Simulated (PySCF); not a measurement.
H4LaO2 (charge +3)

Input

```
mol = gto.M(atom='''
La    -0.86967    -0.86967    -0.02272
O      0.10204     0.10169     1.92349
H      0.80199     0.80163     1.99449
H     -0.10285    -0.10337     2.87369
O      0.15534     0.15569    -1.91866
H      0.95700    -0.13999    -2.42525
H     -0.14042     0.95744    -2.42505''',
    basis={'La': 'def2-SVP', 'O': 'def2-SVP', 'H': 'def2-SVP'},
    ecp={'La': 'def2-SVP'},
    charge=3, spin=0)
mf = dft.RKS(mol, xc='B3LYP')
mf.grids.atom_grid = (75, 302)  # f atoms: at least (60, 302), unpruned
mf = mf.density_fit()  # La def2-universal-JKFIT, O def2-universal-JKFIT, H def2-universal-JKFIT
mf.conv_tol = 1e-09; mf.max_cycle = 55
mf.kernel(dm0)
```

Run with:

```sh
OMP_NUM_THREADS=2 python run.py
```

Core potentials replace the inner electrons of La.

The calculation used RKS B3LYP, La def2-SVP with ECP46, O def2-SVP, H def2-SVP; non-relativistic Hamiltonian with scalar-relativistic core potentials where named; density fitting in PySCF 2.14.0.

What will maps of the electron density and electron localisation function show?

La–O (2.38 Å): ρ is about 0.44 e/Å³ halfway; the ELF is about 0.20 at the midpoint (a largely ionic contact).
O–H (0.99 Å): ρ is about 3.6 e/Å³ halfway; the ELF climbs to about 1 towards the hydrogen, as it does in any bond to H; a covalent bond by its length.

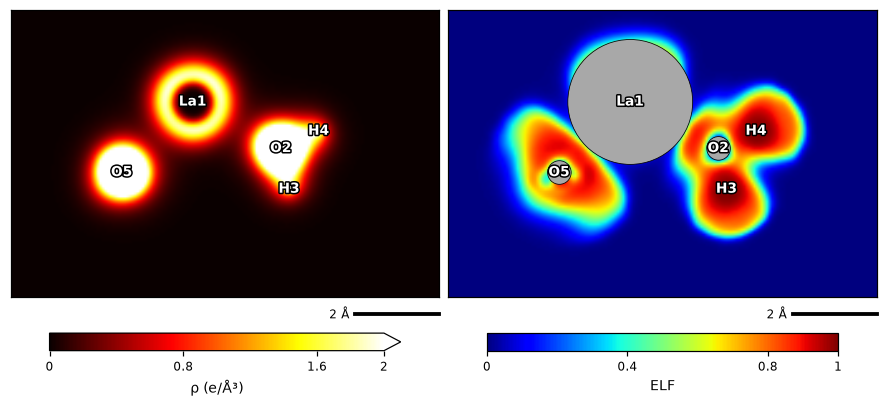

Computed electron density and electron localisation function on the plane of atoms H3, O2 and H4, in this order. Grey discs cover the atomic cores in the ELF map. 
